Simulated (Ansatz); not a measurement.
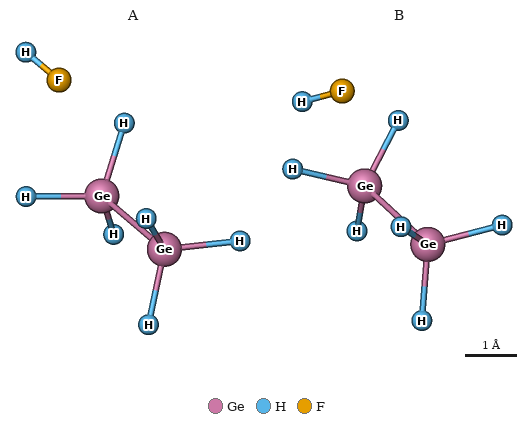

Two geometries of Ge2H7F, drawn at one scale. One is the start of a relaxation, the other its converged end. A ball-and-stick model, seen from a free direction.

Computed with RHF/def2-mTZVP in Ansatz. Set-up: no spin polarisation; force threshold 0.03 eV/Å; at most 50 steps.

### Which one is relaxed?

Structure A is the relaxed one. The run prepares an end point of a later path (reaction) calculation, from a guessed geometry. The largest move after the best rigid fit is that of an H atom, 1.13 Å. Largest moves by element: H 1.13 Å, F 0.56 Å, Ge 0.26 Å. Near-neighbour distances that change, for instance: Ge–H 1.548 → 1.537 Å, F–H 0.912 → 0.906 Å. Groups turn about Ge–Ge by about 25°. The energy falls by 3.92 kcal/mol in 16 accepted moves (20 points after the start). The largest force component goes from 0.41 to 0.01 eV/Å. The line search rejected the trial steps at points 6, 11, 13, 19 of the run. The forces were under the threshold at step 7, but the run went on from there. Cost: 51 s on 2 threads of Arm Neoverse V1, on a shared host, peak memory 0.26 GiB.

Limits of the set-up: Hartree-Fock leaves out electron correlation.
